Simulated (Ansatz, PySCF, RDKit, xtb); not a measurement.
# MoSF4: which of the isomers drawn lies lowest?

A sample of isomers of MoSF4 is drawn. Aim: find which of them has the lowest free energy at 298.15 K, then its properties. The sample is small against all isomers, and the most stable one of this formula need not be in it. One structure proposed beforehand is put among the starts (marked given), to see whether the search confirms or beats it.

Plan: many cheap relaxations first (GFN2-xTB), then density-functional screening, relaxation at PBE0-D4/def2-SVP, vibrations and a final energy. The numbers are computed, not measured.

1 further run of the same task is left out (set aside as unsound or not needed).

## (1) Drawing up candidates

Isomers were drawn by moving bonds and hydrogen atoms under normal valences; this is a sample, not all of them. O–O, O–halogen and N–halogen bonds and N–N–N chains are not drawn. That gives 1 candidate.

```csv
label,SMILES,spin
c706,[F][Mo]([F])([F])([F])=[S],singlet
```

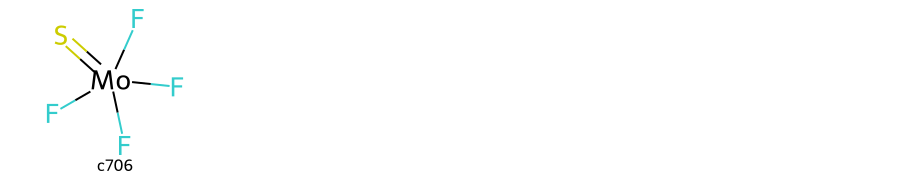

Structural formulas of the candidates.

Candidates are built by distance geometry, with a force field where one applies, in up to four conformers (letters a to d). 6 more come from a given structure, shaken or with two atoms exchanged.

## (2) First filter: tight binding

All 9 starts are relaxed the same way. One of them, c226 (given structure shaken), in full:

start.xyz

```xyz
6
c226
F     -0.726792     1.055538    -1.835684
F     -1.649573    -0.542529     1.111481
F      1.321783    -0.928989     0.899816
F      1.158609     0.044936    -0.541583
Mo    -0.293976    -0.641778    -0.719195
S      0.021008     1.731199     0.559951
```

Run with:

```bash
$ xtb start.xyz --gfn 2 --opt
```

The program printed, cut to the lines that bear on the results:

```text
* xtb version 6.7.1
[...]
          :  # basis functions                  36          :
[...]
          :  # electrons                        40          :
[...]
          :  Hamiltonian                  GFN2-xTB          :
[...]
          :  net charge                          0          :
          :  unpaired electrons                  0          :
[...]
   *** convergence criteria satisfied after 62 iterations ***
[...]
   *** GEOMETRY OPTIMIZATION CONVERGED AFTER 20 ITERATIONS ***
[...]
   *** convergence criteria satisfied after 3 iterations ***
[...]
         ::                     SUMMARY                     ::
         :::::::::::::::::::::::::::::::::::::::::::::::::::::
         :: total energy             -24.497862316472 Eh    ::
         :: gradient norm              0.000153396191 Eh/a0 ::
         :: HOMO-LUMO gap              3.099580728335 eV    ::
         ::.................................................::
         :: SCC energy               -24.544629991687 Eh    ::
         :: -> isotropic ES            0.116572036419 Eh    ::
         :: -> anisotropic ES         -0.005370861952 Eh    ::
         :: -> anisotropic XC          0.003546729653 Eh    ::
         :: -> dispersion             -0.004910322430 Eh    ::
         :: repulsion energy           0.046767675215 Eh    ::
         :: add. restraining           0.000000000000 Eh    ::
         :: total charge               0.000000000000 e     ::
         :::::::::::::::::::::::::::::::::::::::::::::::::::::
[...]
        20        2.0000           -0.4582039             -12.4684 (HOMO)
        21                         -0.3442964              -9.3688 (LUMO)
[...]
     #   Z          covCN         q      C6AA      α(0)
     1   9          0.736    -0.287    12.176     4.121
     2   9          0.736    -0.287    12.176     4.121
     3   9          0.736    -0.287    12.176     4.121
     4   9          0.736    -0.287    12.175     4.121
     5  42          3.865     1.234   322.040    36.943
     6  16          0.919    -0.087   142.745    20.208
[...]
     #   Z sym  total        # sym  WBO       # sym  WBO       # sym  WBO
 ---------------------------------------------------------------------------
     1   9      1.254 --     5      1.065
     2   9      1.254 --     5      1.065
     3   9      1.254 --     5      1.065
     4   9      1.254 --     5      1.066
     5  42      6.649 --     6      2.387     4      1.066     2      1.065
                             1      1.065     3      1.065
     6  16      2.711 --     5      2.387
 ---------------------------------------------------------------------------
[...]
molecular dipole:
                 x           y           z       tot (Debye)
 q only:        0.034       0.351       0.181
   full:       -0.061      -0.643      -0.333       1.846
molecular quadrupole (traceless):
[...]
          | TOTAL ENERGY              -24.497862316472 Eh   |
          | GRADIENT NORM               0.000153396191 Eh/α |
          | HOMO-LUMO GAP               3.099580728335 eV   |
           -------------------------------------------------
[...]
```

Wall time 0.14 s (2 threads of Arm Neoverse V1, shared host).

## (3) Distinct minima at GFN2-xTB

9 of the 9 relaxations converged; 6 ended on a minimum already found. 3 distinct structures remain:

```csv
label,start,SMILES after,spin,energy (kcal/mol),note
c276,altered,[F][Mo]([F])([F])([F])=[S],singlet,0.0,
c524,altered,[F][Mo]([F])([F])([F])=[S],singlet,36.3,
c706c,drawn,[F][S][Mo]([F])([F])[F] ‡,singlet,67.8,bonds changed
```

‡ marks the bonded skeleton alone, with all bonds drawn single: no Lewis structure was assigned that passes a check against the bond lengths.

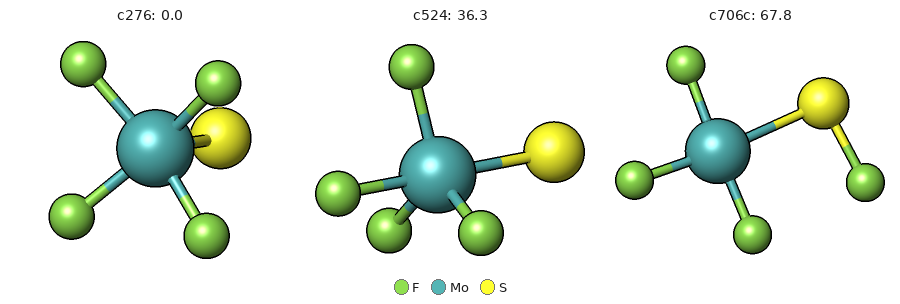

The 3 lowest minima that did not fall apart, with their GFN2-xTB energies in kcal/mol.

## (4) Second filter: single points

A choice of the minima (the low ones first, few conformers of a pattern, up to a cap) and the lowest that fell apart get a single point at r2SCAN-D4/def2-SVP on the tight-binding geometry, and one at HF/STO-3G for comparison. The lowest singlets are also tried as triplets at the same geometry (label ending in t). The first, c276:

input.yaml

```yaml
crystal:
  periodic: [false, false, false]
  atoms:
    - {symbol: F, position_ang: [-0.840164, 0.102470, -1.647453]}
    - {symbol: F, position_ang: [-1.275338, -0.752914, 0.592931]}
    - {symbol: F, position_ang: [1.120188, -0.992625, 0.966786]}
    - {symbol: F, position_ang: [1.555610, -0.138459, -1.274187]}
    - {symbol: Mo, position_ang: [0.152770, -0.122821, -0.215039]}
    - {symbol: S, position_ang: [0.232248, 1.878387, 0.564181]}
basis:
  gaussian: {orbitals: def2-SVP}
hamiltonian: {xc: {name: r2SCAN}, dispersion: d4}
scf: {lower_state_search: "off"}
output: {orbitals: {seedname: orbitals}}
```

Run with:

```bash
$ ansatz run input.yaml --threads 2 --pin off --max-ram 5220MiB --events-out events.jsonl --progress --plain --runs-dir runs
```

The program printed, cut to the lines that bear on the results:

```text
Warning: RAYON_NUM_THREADS=2 ignored (pool sized by the plan → 2); use --threads N
Functional definition: r2SCAN
  name "r2SCAN"
[...]
1100 factors; their error is unknown
[...]
mean field -23548.06072438 eV, -865.3752701722 hartree, gradient 4.6e-6 eV, S^2 0.000000; 0 other end points of the search recorded, 0 dependent functions left out
reference -23548.06075119 eV, -865.3752711574 hartree; 33, 33 occupied and 72, 72 virtual orbitals, 1100 factors
Total energy: -23548.09959944 eV, -865.3766988042 hartree
Checks for a lower state left out: stability, starts, cluster_reference, orbital_swaps, neighbouring_geometries, increment
```

It took 2.7 s on 2 threads of Arm Neoverse V1, shared host.

Relative energies in kcal/mol, each column from its lowest structure that stays in one piece:

```csv
label,SMILES,spin,GFN2-xTB,HF/STO-3G,r2SCAN-D4/def2-SVP
c276,[F][Mo]([F])([F])([F])=[S],singlet,0.0,0.0,0.0
c524,[F][Mo]([F])([F])([F])=[S],singlet,36.3,15.3,8.5
c276t,[F][Mo]([F])([F])([F])=[S],triplet,–,–,63.1
c706ct,[F][S][Mo]([F])([F])[F] ‡,triplet,–,–,108.4
c706c,[F][S][Mo]([F])([F])[F] ‡,singlet,67.8,71.7,108.8
```

‡ marks the bonded skeleton alone, with all bonds drawn single: no Lewis structure was assigned that passes a check against the bond lengths.

## (5) Relaxing the best candidates

3 candidates are relaxed at PBE0-D4/def2-SVP (chosen among the lowest in one piece, with other spins of them). The first, c276:

input.yaml

```yaml
crystal:
  periodic: [false, false, false]
  atoms:
    - symbol: F
      position_ang: [-0.840164, 0.102470, -1.647453]
    - symbol: F
      position_ang: [-1.275338, -0.752914, 0.592931]
    - symbol: F
      position_ang: [1.120188, -0.992625, 0.966786]
    - symbol: F
      position_ang: [1.555610, -0.138459, -1.274187]
    - symbol: Mo
      position_ang: [0.152770, -0.122821, -0.215039]
    - symbol: S
      position_ang: [0.232248, 1.878387, 0.564181]
basis:
  gaussian: {orbitals: def2-SVP}
hamiltonian: {xc: pbe0, dispersion: d4}
scf: {lower_state_search: "off"}
relax: {f_tol: 0.003}
```

Run with:

```bash
$ ansatz run input.yaml --threads 2 --pin off --max-ram 5220MiB --events-out events.jsonl --progress --plain --runs-dir runs
```

The program printed, cut to the lines that bear on the results:

```text
Warning: RAYON_NUM_THREADS=2 ignored (pool sized by the plan → 2); use --threads N
[...]
Functional definition: PBE0
  name "PBE0"
[...]
1095 factors; integrals over basis functions are off by at most 1.8e-4 eV
[...]
mean field -23536.92559520 eV, -864.9660617225 hartree, gradient 3.1e-6 eV, S^2 0.000000; 0 other end points of the search recorded, 0 dependent functions left out
[...]
reference -23536.92564989 eV, -864.9660637323 hartree; 33, 33 occupied and 72, 72 virtual orbitals, 1095 factors
relax step   1: F+E_penalty+E_count = -23537.07170946 eV  Δ(F+E_penalty+E_count) = +0.000e0 eV  max|allowed force component| = 6.181e0 eV/Å  Δτ_max = 0.0000 Å  (17 SCF iters, accepted)
[...]
relax step   4: F+E_penalty+E_count = -23537.75361243 eV  Δ(F+E_penalty+E_count) = -1.782e-3 eV  max|allowed force component| = 3.228e-2 eV/Å  Δτ_max = 0.0081 Å  (24 SCF iters, accepted)
[...]
relax step   5: F+E_penalty+E_count = -23537.75364001 eV  Δ(F+E_penalty+E_count) = -2.758e-5 eV  max|allowed force component| = 8.112e-4 eV/Å  Δτ_max = 0.0014 Å  (15 SCF iters, accepted)
Total energy: -23537.75369538 eV, -864.9964938429 hartree
Atom 0 at    -0.867911     0.087917    -1.693874 Å, force     0.000026     0.000087     0.000093 eV/Å
Atom 1 at    -1.314738    -0.789920     0.606556 Å, force     0.000005     0.000296     0.000093 eV/Å
Atom 2 at     1.145746    -1.036762     0.990325 Å, force    -0.000043     0.000301     0.000045 eV/Å
Atom 3 at     1.592567    -0.159116    -1.310168 Å, force     0.000028     0.000281     0.000080 eV/Å
Atom 4 at     0.156695    -0.026037    -0.177240 Å, force    -0.000080    -0.000811    -0.000381 eV/Å
Atom 5 at     0.232956     1.897957     0.571620 Å, force     0.000065    -0.000154     0.000070 eV/Å
Dipole moment:     0.011009     0.277769     0.108115 e Å
Checks for a lower state left out: stability, starts, cluster_reference, orbital_swaps, neighbouring_geometries, increment
```

It took 12 s on 2 threads of Arm Neoverse V1, shared host.

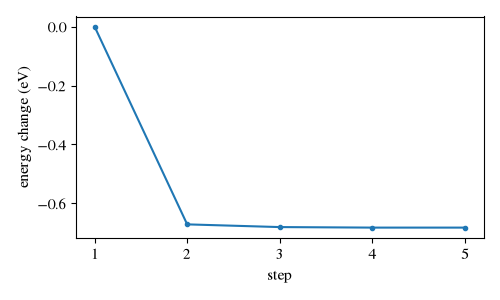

Energy along the run, all evaluated steps.

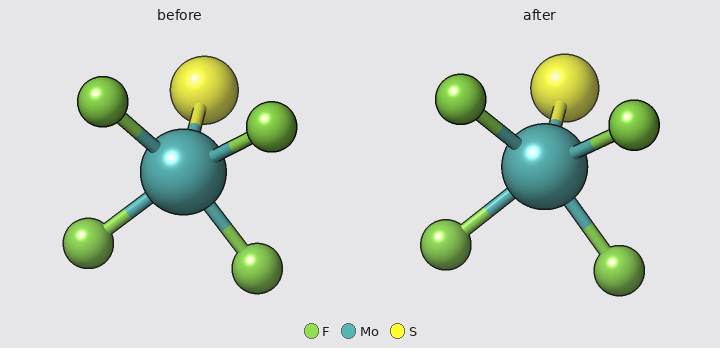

Before and after, at one scale.

After the run. Bond lengths: F1–Mo5 1.834 Å, F2–Mo5 1.834 Å, F3–Mo5 1.834 Å, F4–Mo5 1.834 Å, Mo5–S6 2.066 Å. Angles: F1–Mo5–F2 86.0°, F1–Mo5–F3 149.6°, F1–Mo5–F4 86.0°, F1–Mo5–S6 105.2°, F2–Mo5–F3 86.0°, F2–Mo5–F4 149.5°, F2–Mo5–S6 105.2°, F3–Mo5–F4 86.0°, F3–Mo5–S6 105.2°, F4–Mo5–S6 105.2°.

## (6) After refinement

```csv
label,spin,r2SCAN-D4/def2-SVP (kcal/mol),"PBE0-D4/def2-SVP, relaxed (kcal/mol)",time
c276,singlet,0.0,0.0,12 s
c524,singlet,8.5,22.0,14 s
c276t,triplet,63.1,39.2,72 s
```

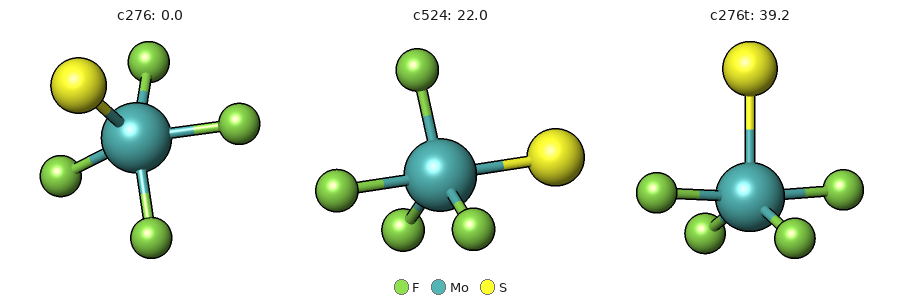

The relaxed structures, with energies at PBE0-D4/def2-SVP in kcal/mol.

## (7) Vibrations and thermal terms

The lowest few in one piece go on as finalists. Harmonic vibrations at PBE0-D4/def2-SVP test each finalist and give the zero-point energy and the thermal terms. The first, c276:

input.yaml

```yaml
basis:
  gaussian:
    orbitals: def2-SVP
crystal:
  periodic: [false, false, false]
  atoms:
    - symbol: F
      position_ang: [-0.867911, 0.087917, -1.693874]
    - symbol: F
      position_ang: [-1.314738, -0.789920, 0.606556]
    - symbol: F
      position_ang: [1.145746, -1.036762, 0.990325]
    - symbol: F
      position_ang: [1.592567, -0.159116, -1.310168]
    - symbol: Mo
      position_ang: [0.156695, -0.026037, -0.177240]
    - symbol: S
      position_ang: [0.232956, 1.897957, 0.571620]
total_charge: 0
hamiltonian:
  xc: pbe0
  dispersion: d4
scf:
  lower_state_search: "off"
phonons: {}
```

Run with:

```bash
$ ansatz run input.yaml --threads 2 --pin off --max-ram 5220MiB --events-out events.jsonl --progress --plain --runs-dir runs
```

The program printed, cut to the lines that bear on the results:

```text
Warning: RAYON_NUM_THREADS=2 ignored (pool sized by the plan → 2); use --threads N
[... 2 set-up lines as earlier in the session ...]
[...]
1097 factors; integrals over basis functions are off by at most 1.4e-4 eV
[...]
mean field -23537.61017044 eV, -864.9912193984 hartree, gradient 5.0e-6 eV, S^2 0.000000; 0 other end points of the search recorded, 0 dependent functions left out
[...]
reference -23537.61022581 eV, -864.9912214335 hartree; 33, 33 occupied and 72, 72 virtual orbitals, 1097 factors
[...]
1097 factors; integrals over basis functions are off by at most 1.4e-4 eV
mean field -23537.61005410 eV, -864.9912151231 hartree, gradient 1.8e-6 eV, S^2 0.000000; 0 other end points of the search recorded, 0 dependent functions left out
[...]
reference -23537.61010948 eV, -864.9912171581 hartree; 33, 33 occupied and 72, 72 virtual orbitals, 1097 factors
[...]
reference -23537.61019983 eV, -864.9912204785 hartree; 33, 33 occupied and 72, 72 virtual orbitals, 1097 factors
Total energy: -23537.75369711 eV, -864.9964939063 hartree
Atom 0 at    -0.867911     0.087917    -1.693874 Å, force     0.000031     0.000089     0.000077 eV/Å
Atom 1 at    -1.314738    -0.789920     0.606556 Å, force    -0.000007     0.000282     0.000103 eV/Å
Atom 2 at     1.145746    -1.036762     0.990325 Å, force    -0.000041     0.000303     0.000037 eV/Å
Atom 3 at     1.592567    -0.159116    -1.310168 Å, force     0.000011     0.000286     0.000091 eV/Å
Atom 4 at     0.156695    -0.026037    -0.177240 Å, force    -0.000068    -0.000793    -0.000365 eV/Å
Atom 5 at     0.232956     1.897957     0.571620 Å, force     0.000074    -0.000167     0.000057 eV/Å
Dipole moment:     0.011009     0.277768     0.108114 e Å
Vibrations: 125.47 214.21 214.22 249.62 249.62 265.84 339.36 627.72 627.93 728.63 739.29 739.29 cm⁻¹, zero-point energy 0.317474 eV
Checks for a lower state left out: stability, starts, cluster_reference, orbital_swaps, neighbouring_geometries, increment
```

Run time: 51 s. Hardware: 2 threads of Arm Neoverse V1, shared host.

## (8) Thermal terms of the finalists

At 298.15 K and 1 atm, ideal gas, rigid rotor and harmonic oscillator:

```csv
label,SMILES,spin,point group,lowest mode (cm⁻¹),zero-point (kcal/mol),G − E (kcal/mol)
c276,[F][Mo]([F])([F])([F])=[S],singlet,C4v,125,7.3,-12.2
c524,[F][Mo]([F])([F])([F])=[S],singlet,C3v,81,7.0,-13.2
c276t,[F][Mo]([F])([F])([F])=[S],triplet,C2v,103,6.5,-14.8
```

## (9) Last filter: a higher level

Single points at CCSD(T)/def2-SVP + MP2/def2-TZVPP - MP2/def2-SVP on the refined geometries decide the order.

c276, CCSD(T)/def2-SVP:

input.yaml

```yaml
crystal:
  periodic: [false, false, false]
  atoms:
    - {symbol: F, position_ang: [-0.867911, 0.087917, -1.693874]}
    - {symbol: F, position_ang: [-1.314738, -0.789920, 0.606556]}
    - {symbol: F, position_ang: [1.145746, -1.036762, 0.990325]}
    - {symbol: F, position_ang: [1.592567, -0.159116, -1.310168]}
    - {symbol: Mo, position_ang: [0.156695, -0.026037, -0.177240]}
    - {symbol: S, position_ang: [0.232956, 1.897957, 0.571620]}
basis:
  gaussian:
    orbitals: def2-SVP
correlation:
  method: ccsd_t
  frozen_orbitals: {F: 1, S: 5, Mo: 0}
```

Run with:

```bash
$ ansatz run input.yaml --threads 2 --pin off --max-ram 5220MiB --events-out events.jsonl --progress --plain --runs-dir runs
```

The program printed, cut to the lines that bear on the results:

```text
Warning: RAYON_NUM_THREADS=2 ignored (pool sized by the plan → 2); use --threads N
Functional definition: HF
  name "HF"
[...]
993 factors; integrals over basis functions are off by at most 8.9e-4 eV
[...]
mean field -23468.12653992 eV, -862.4377430747 hartree, gradient 6.0e-6 eV, S^2 0.000000; 0 other end points of the search recorded, 0 dependent functions left out; unrestricted orbitals would lower it
[...]
9 core orbitals not correlated: weight in the atoms' cores, before any rotation towards them, 1.000 or more for the frozen orbitals, at most 0.000 for the correlated occupied ones
reference -23468.12653992 eV, -862.4377430747 hartree; 24, 24 occupied and 72, 72 virtual orbitals, 993 factors
second order -36.46637145 eV of doubles, -0.00000000 eV of singles
cycle   1  -32.42410613 eV  change     4.0e0 eV  update   3.4e-1
[...]
cycle  12  -34.74386917 eV  change    5.4e-5 eV  update   1.9e-5
perturbative correction -1.60418458 eV, -0.0589526961 hartree
Total energy: -23504.47459368 eV, -863.7735094126 hartree
```

Run time: 11 s. Hardware: 2 threads of Arm Neoverse V1, shared host.

## (10) c276 at MP2/def2-TZVPP

input.yaml: that of step 9 with these lines changed.

```diff
@@ -11,5 +11,5 @@
   gaussian:
-    orbitals: def2-SVP
+    orbitals: def2-TZVPP
 correlation:
-  method: ccsd_t
+  method: mp2
   frozen_orbitals: {F: 1, S: 5, Mo: 0}
```

Run with:

```bash
$ ansatz run input.yaml --threads 2 --pin off --max-ram 5220MiB --events-out events.jsonl --progress --plain --runs-dir runs
```

The program printed:

```text
Warning: RAYON_NUM_THREADS=2 ignored (pool sized by the plan → 2); use --threads N
[... 2 set-up lines as earlier in the session ...]
  exchange = exact_x
  correlation = 0
1478 factors; integrals over basis functions are off by at most 5.5e-4 eV
mean field evaluation 1: about -23475.1716 eV, gradient 8.0e1 eV
mean field evaluation 2: about -23475.4864 eV, gradient 8.0e1 eV
mean field evaluation 4: about -23486.3583 eV, gradient 1.6e1 eV
mean field evaluation 8: about -23486.8544 eV, gradient 1.3e0 eV
mean field evaluation 16: about -23486.8626 eV, gradient 2.2e-6 eV
mean field -23486.86263114 eV, -863.1262817270 hartree, gradient 2.6e-6 eV, S^2 0.000000; 0 other end points of the search recorded, 0 dependent functions left out; unrestricted orbitals would lower it
9 core orbitals not correlated: weight in the atoms' cores, before any rotation towards them, 1.000 or more for the frozen orbitals, at most 0.000 for the correlated occupied ones
reference -23486.86263114 eV, -863.1262817270 hartree; 24, 24 occupied and 189, 189 virtual orbitals, 1478 factors
second order -48.79611876 eV of doubles, -0.00000000 eV of singles
Total energy: -23535.65874990 eV, -864.9195060163 hartree
```

Wall time 7.8 s (2 threads of Arm Neoverse V1, shared host).

## (11) c524 at CCSD(T)/def2-SVP

input.yaml

```yaml
crystal:
  periodic: [false, false, false]
  atoms:
    - {symbol: F, position_ang: [-1.600117, 0.396007, -0.733006]}
    - {symbol: F, position_ang: [-0.073198, -1.562795, -1.009104]}
    - {symbol: F, position_ang: [0.084148, -1.090313, 1.442644]}
    - {symbol: F, position_ang: [1.523175, 0.359204, -0.923663]}
    - {symbol: Mo, position_ang: [0.009095, 0.027758, 0.017367]}
    - {symbol: S, position_ang: [0.098997, 1.806136, 1.159662]}
basis:
  gaussian:
    orbitals: def2-SVP
correlation:
  method: ccsd_t
  frozen_orbitals: {F: 1, S: 5, Mo: 0}
```

Run with:

```bash
$ ansatz run input.yaml --threads 2 --pin off --max-ram 5220MiB --events-out events.jsonl --progress --plain --runs-dir runs
```

The program printed, cut to the lines that bear on the results:

```text
Warning: RAYON_NUM_THREADS=2 ignored (pool sized by the plan → 2); use --threads N
[... 2 set-up lines as earlier in the session ...]
[...]
995 factors; integrals over basis functions are off by at most 7.2e-4 eV
[...]
mean field -23467.01415138 eV, -862.3968635496 hartree, gradient 3.8e-6 eV, S^2 0.000000; 4 other end points of the search recorded, 0 dependent functions left out; unrestricted orbitals would lower it
[...]
unrestricted determinant -23468.11072111 eV, -862.4371617441 hartree, S^2 1.3028
9 core orbitals not correlated: weight in the atoms' cores, before any rotation towards them, 1.000 or more for the frozen orbitals, at most 0.000 for the correlated occupied ones
reference -23467.01415138 eV, -862.3968635496 hartree; 24, 24 occupied and 72, 72 virtual orbitals, 995 factors
second order -36.80836745 eV of doubles, -0.00000000 eV of singles
cycle   1  -32.35758052 eV  change     4.5e0 eV  update   3.7e-1
[...]
cycle  14  -34.88641491 eV  change    2.7e-5 eV  update   1.2e-5
perturbative correction -1.66606713 eV, -0.0612268376 hartree
Total energy: -23503.56663342 eV, -863.7401424884 hartree
```

Run time: 48 s. Hardware: 2 threads of Arm Neoverse V1, shared host; peak memory 0.6 GiB.

For c276, c524 the log finds that unrestricted Hartree-Fock orbitals lie lower, a sign to watch the closed-shell reference there.

(Part 1 of 2 ends here.)
